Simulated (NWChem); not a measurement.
# One shape, several levels: CH3ClSi (SMILES C[Si]Cl)

Wanted: a comparison of 4 runs (HF/STO-3G, HF/3-21G, B3LYP/6-31G*) of CH3ClSi. 

The results are computed with NWChem 7.3.0.

### Step 1. The molecule

CH3ClSi: 6 atoms, total charge 0, spin state singlet. SMILES: `C[Si]Cl`. Geometry: relaxed at PBE0-D4/def2-TZVP.

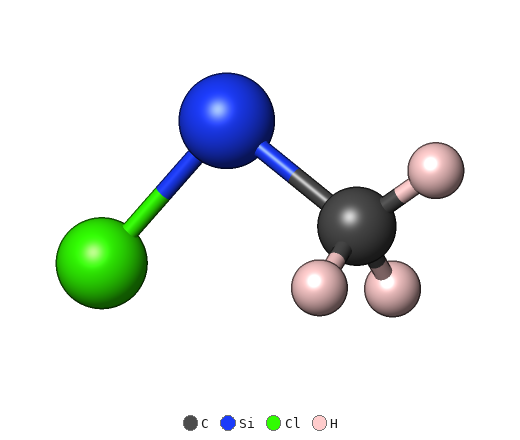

The structure, seen from a chosen angle (carbon dark grey, silicon blue, chlorine green, hydrogen pink).

### Step 2. Energy and gradient at HF/STO-3G (run 1)

nw.nw reads:

```
start nw
title "CH3ClSi hf"
memory stack 880 mb heap 220 mb global 1100 mb

geometry units angstroms noautosym nocenter noautoz
  C    -0.420900    0.376200   -0.177100
  Si    0.228200   -0.642100    1.273100
  Cl    1.857700   -1.533900    0.308500
  H     0.353800    1.065800   -0.531400
  H    -1.308700    0.949900    0.100100
  H    -0.668100   -0.280000   -1.019400
end

basis spherical bse
  C library STO-3G
  Si library STO-3G
  Cl library STO-3G
  H library STO-3G
end

scf
  singlet
  rhf
  thresh 1e-08
  maxiter 80
  noprint "final vectors analysis"
end

task scf gradient
```

On the command line:

```console
$ nwchem nw.nw > nw.out
```

Log:

```text
[...]
  functions       =    26
[...]
  wavefunction    = RHF
[...]
         Total SCF energy =   -779.360132174215
      One-electron energy =  -1337.118111781365
      Two-electron energy =    429.604737008001
 Nuclear repulsion energy =    128.153242599150
        Time for solution =      0.5s
[...]
                         RHF ENERGY GRADIENTS
    atom               coordinates                        gradient
                 x          y          z           x          y          z
   1 C      -0.795386   0.710915  -0.334670   -0.006683   0.001792   0.009041
   2 Si      0.431235  -1.213393   2.405810    0.014129  -0.006261  -0.012423
   3 Cl      3.510544  -2.898651   0.582980   -0.009546   0.003843   0.009468
   4 H       0.668585   2.014070  -1.004200    0.009810   0.004232  -0.002639
   5 H      -2.473084   1.795051   0.189162   -0.007992   0.004715   0.003736
   6 H      -1.262526  -0.529123  -1.926387    0.000283  -0.008321  -0.007183
[...]
```

It took 1.4 s on 1 thread of Intel Xeon 6975P-C (Granite Rapids), shared host; peak memory 0.097 GiB.

### Step 3. Energy and forces at HF/3-21G (run 2)

nw.nw reads:

```
echo
start nw
title "CH3ClSi"
memory stack 880 mb heap 220 mb global 1100 mb

geometry units angstroms noautosym nocenter noautoz
C     -0.420900     0.376200    -0.177100
Si     0.228200    -0.642100     1.273100
Cl     1.857700    -1.533900     0.308500
H      0.353800     1.065800    -0.531400
H     -1.308700     0.949900     0.100100
H     -0.668100    -0.280000    -1.019400
end

basis spherical bse
* library 3-21G
end

scf
thresh 1e-08
maxiter 80
noprint "final vectors analysis"
end

task scf gradient
```

On the command line:

```console
$ nwchem nw.nw > nw.out
```

Log:

```text
[...]
  functions       =    41
[...]
  wavefunction    = RHF
[...]
         Total SCF energy =   -784.113015268733
      One-electron energy =  -1339.508227470755
      Two-electron energy =    427.241969602872
 Nuclear repulsion energy =    128.153242599150
        Time for solution =      0.7s
[...]
                         RHF ENERGY GRADIENTS
    atom               coordinates                        gradient
                 x          y          z           x          y          z
   1 C      -0.795386   0.710915  -0.334670    0.005555  -0.009329   0.014135
   2 Si      0.431235  -1.213393   2.405810    0.031478  -0.011471  -0.034550
   3 Cl      3.510544  -2.898651   0.582980   -0.036651   0.020199   0.021300
   4 H       0.668585   2.014070  -1.004200    0.004643   0.001841  -0.000257
   5 H      -2.473084   1.795051   0.189162   -0.004979   0.003096   0.001870
   6 H      -1.262526  -0.529123  -1.926387   -0.000045  -0.004336  -0.002497
[...]
```

It took 1.8 s on 1 thread of Intel Xeon 6975P-C (Granite Rapids), shared host; peak memory 0.099 GiB.

Run 3 isn't shown in full; the table further down has it.

### Step 4. Energy and gradient at B3LYP/6-31G(d) (Cartesian functions) (run 4)

ch3clsi.xyz reads:

```xyz
6
CH3ClSi
C     -0.420900     0.376200    -0.177100
Si     0.228200    -0.642100     1.273100
Cl     1.857700    -1.533900     0.308500
H      0.353800     1.065800    -0.531400
H     -1.308700     0.949900     0.100100
H     -0.668100    -0.280000    -1.019400
```

run.py reads:

```python
from ase.io import read
from ase.calculators.nwchem import NWChem

atoms = read('ch3clsi.xyz')

calc = NWChem(
    label='ch3clsi',
    theory='dft',
    memory='2200 mb',
    basis='6-31G*',
    dft={'xc': 'b3lyp', 'mult': '1', 'grid': 'xfine', 'convergence': 'energy 1e-08', 'iterations': '100', 'mulliken': None},
)
atoms.calc = calc

forces = atoms.get_forces()
print(f"energy = {atoms.get_potential_energy():.6f} eV")
print("forces (eV/A):")
for s, f in zip(atoms.symbols, forces):
    print(f"{s:2s} {f[0]:10.5f} {f[1]:10.5f} {f[2]:10.5f}")
print("dipole (e A):", atoms.get_dipole_moment().round(4))
```

On the command line:

```console
$ export ASE_NWCHEM_COMMAND="nwchem PREFIX.nwi > PREFIX.nwo"
$ python run.py
```

Log:

```text
energy = -21486.426893 eV
forces (eV/A):
C    -0.04160    0.07641   -0.12562
Si   -0.27896    0.01656    0.54183
Cl    0.43734   -0.25217   -0.22302
H     0.03013    0.10269   -0.07220
H    -0.08870    0.07009   -0.00632
H    -0.05821   -0.01352   -0.11462
dipole (e A): [-0.3118  0.2754 -0.1052]
```

The calculator wrote ch3clsi.nwi:

```
title "ch3clsi"

permanent_dir ch3clsi

scratch_dir ch3clsi

start ch3clsi

geometry units angstrom nocenter noautosym noautoz
  C  -4.2090000000000000e-01 3.7619999999999998e-01 -1.7710000000000001e-01
  Si 2.2819999999999999e-01 -6.4210000000000000e-01 1.2730999999999999e+00
  Cl 1.8576999999999999e+00 -1.5339000000000000e+00 3.0850000000000000e-01
  H  3.5380000000000000e-01 1.0658000000000001e+00 -5.3139999999999998e-01
  H  -1.3087000000000000e+00 9.4989999999999997e-01 1.0009999999999999e-01
  H  -6.6810000000000003e-01 -2.8000000000000003e-01 -1.0194000000000001e+00
end

memory 2200 mb

basis noprint
   * library 6-31G*
end

dft
  xc b3lyp
  mult 1
  grid xfine
  convergence energy 1e-08
  iterations 100
  mulliken
end

task dft gradient
```

ch3clsi.nwo:

```text
Northwest Computational Chemistry Package (NWChem) 7.3.0
             --------------------------------------------------------

           Job information
           ---------------

    nwchem branch   = 7.3.0
    use scalapack   = T
    input           = ch3clsi.nwi
    prefix          = ch3clsi.
    data base       = ch3clsi/ch3clsi.db
    status          = startup
    nproc           =        1

           Memory information
           ------------------

    heap     =     72089598 doubles =      550.0 Mbytes
    stack    =     72089595 doubles =      550.0 Mbytes
    global   =    144179200 doubles =     1100.0 Mbytes (distinct from heap & stack)
    total    =    288358393 doubles =     2200.0 Mbytes
    verify   = yes
    hardfail = no

[... 104 lines left out ...]
  convergence criterion.
[... 41 lines left out ...]
          Spatial weights used:  Erf1
[... 73 lines left out ...]
         Total DFT energy =     -789.611630709609
[... 3 lines left out ...]
 Nuclear repulsion energy =      128.153242599150
[... 484 lines left out ...]
          Convergence on gradient requested:  5.00D-04
[... 28 lines left out ...]
          total energy or number of iterations.
[... 37 lines left out ...]
                 ----------------------------------------
                 |  Time  |  1-e(secs)   |  2-e(secs)   |
                 ----------------------------------------
                 |  CPU   |       0.00   |       2.36   |
                 ----------------------------------------
                 |  WALL  |       0.00   |       2.36   |
                 ----------------------------------------

 Task  times  cpu:       13.2s     wall:       13.2s
 Total times  cpu:       13.2s     wall:       13.2s
```

Run time: 14 s. Hardware: 1 thread of Intel Xeon 6975P-C (Granite Rapids), shared host; peak memory 0.12 GiB.

### Step 5. The series

| run | level | iteration cap | module | energy (Eh) | dipole moment (D) | largest force (eV/Å) | wall time |
| --- | --- | --- | --- | --- | --- | --- | --- |
| 1 | HF/STO-3G | 80 | scf | -779.360132 | 3.11 | 1.020 | 1.4 s |
| 2 | HF/3-21G | 80 | scf | -784.113015 | 3.10 | 2.475 | 1.8 s |
| 3 | B3LYP/6-31G* (spherical functions) | 100 | dft | -789.605784 | 2.06 | 0.605 | 14 s |
| 4 | B3LYP/6-31G* (Cartesian functions) | 100 | dft | -789.611631 | 2.06 | 0.610 | 14 s |

### Step 6. What came out

| quantity | value |
| --- | --- |
| run 4: total energy | -789.61163 Eh |
| run 4: dipole moment | 2.06 D |
| run 4: HOMO energy | -6.43 eV |
| run 4: LUMO energy | -2.67 eV |
| run 4: HOMO–LUMO gap | 3.76 eV |
| run 4: largest force on an atom | 0.610 eV/Å |

**Reading.** The dipole moment (its size) runs from 2.06 D (B3LYP/6-31G*) to 3.11 D (HF/STO-3G). The two ends differ in method and basis. In run 1 the basis is minimal, so the values are rough. All runs together took 32 s, the longest 14 s.
